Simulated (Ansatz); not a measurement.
Input

```
crystal:
  lattice:
    - [-5.6636482645, 5.6636482645, 0.0]
    - [-5.6631988562, 0.0004494083, 5.6616378691]
    - [-0.0004494083, 5.6631988562, 5.6616378691]
  atoms:
    - { symbol: Al, position: [0.0003246791, -0.0003246791, -0.0003246791] }
    - { symbol: Al, position: [0.5003246791, -0.0003246791, -0.0003246791] }
    - { symbol: Ga, position: [-2.8757e-06, 0.5003214466, -0.0003156953] }
    - { symbol: Ga, position: [-2.8757e-06, -0.0003156953, 0.5003214466] }
    - { symbol: Ga, position: [0.4999971243, 0.5003214466, -0.0003156953] }
    - { symbol: Ga, position: [0.4999971243, -0.0003156953, 0.5003214466] }
    - { symbol: Ga, position: [-0.0002193114, 0.5002193114, 0.5002193114] }
    - { symbol: Ga, position: [0.4997806886, 0.5002193114, 0.5002193114] }
    - { symbol: As, position: [0.8750006819, 0.8751293933, 0.3748692429] }
    - { symbol: As, position: [0.3750006819, 0.8751293933, 0.3748692429] }
    - { symbol: As, position: [0.8749701443, 0.3750298557, 0.3750298557] }
    - { symbol: As, position: [0.8749288755, 0.8750711245, 0.8750711245] }
    - { symbol: As, position: [0.3749701443, 0.3750298557, 0.3750298557] }
    - { symbol: As, position: [0.3749288755, 0.8750711245, 0.8750711245] }
    - { symbol: As, position: [0.8750006819, 0.3748692429, 0.8751293933] }
    - { symbol: As, position: [0.3750006819, 0.3748692429, 0.8751293933] }
basis:
  ecutwfc: 420
kpoints:
  mp_grid: { grid: [4, 4, 4] }
  band_path: { path: [[0.0, 0.0, 0.0], [0.05, 0.0, 0.0]], npoints: 1 }
hamiltonian:
  xc: pbesol
scf:
  occupations: { method: gaussian, width: 0.02 }
  n_extra_bands: 11
output:
  forces: true
  stress: true
  eigenvalues: true
  write_density: true
  write_potential: true
  elf: true
  volumetric_format: npy
```

Launched as:

```sh
ansatz run input.yaml --threads 4 --pin off --max-ram 10240MiB --backend cpu --events-out ev --progress --plain --runs-dir out
```

Space group Amm2; a generated structure, not necessarily the stable one.

Theory: DFT PBEsol, scalar-relativistic, plane waves, PAW (Ansatz).

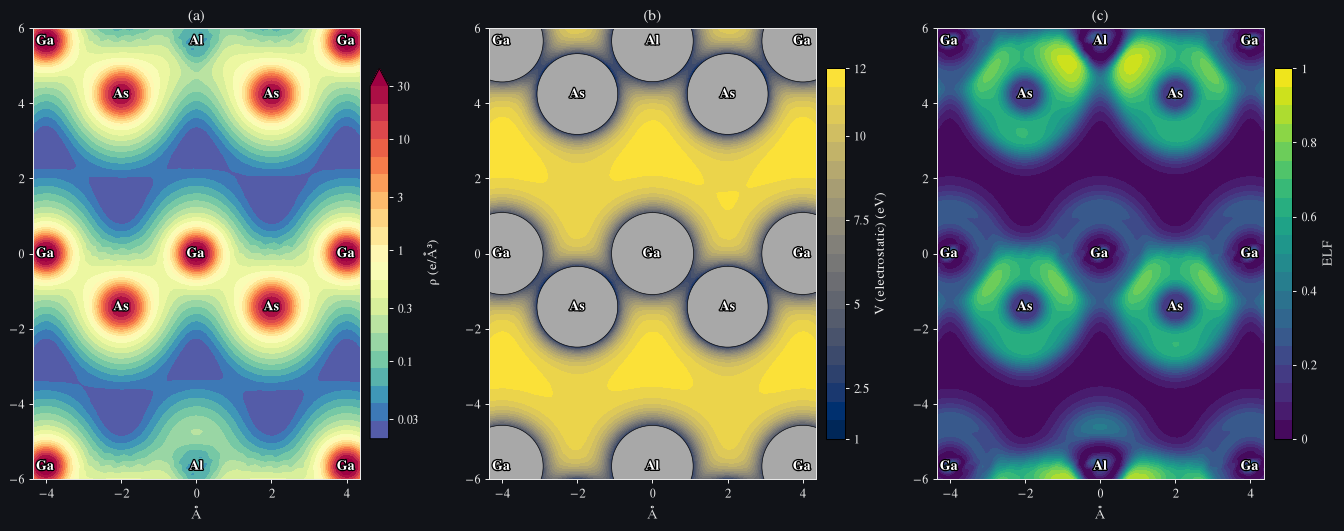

AlGa₃As₄. (a) valence charge density (pseudo); (b) electrostatic potential energy of an electron; (c) ELF on the (11̄0) plane of the calculation cell. Grey discs cover the atomic cores in the potential map.

Core electrons are frozen (PAW), and the valence fields are smoothed inside the atomic spheres.

### Describe what can be read from this map.

Atoms in the plane: Al, Ga and As. Al–As (2.45 Å): ρ is about 0.48 e/Å³ halfway; the ELF peaks at about 0.95 between the atoms; a shared electron pair. Ga–As (2.45 Å): ρ at the midpoint is about 0.49 e/Å³; the ELF peaks at about 0.75 between the atoms (localised, covalent bonding). Between the atoms the lowest density in this plane is 0.02 e/Å³. The features right at Ga lie inside the PAW spheres, where the map follows smoothed inner orbitals and isn't to be read closely. Outside the cores the potential energy rises away from the atoms and is highest about 2.4 Å from the nearest atoms; its zero is arbitrary.
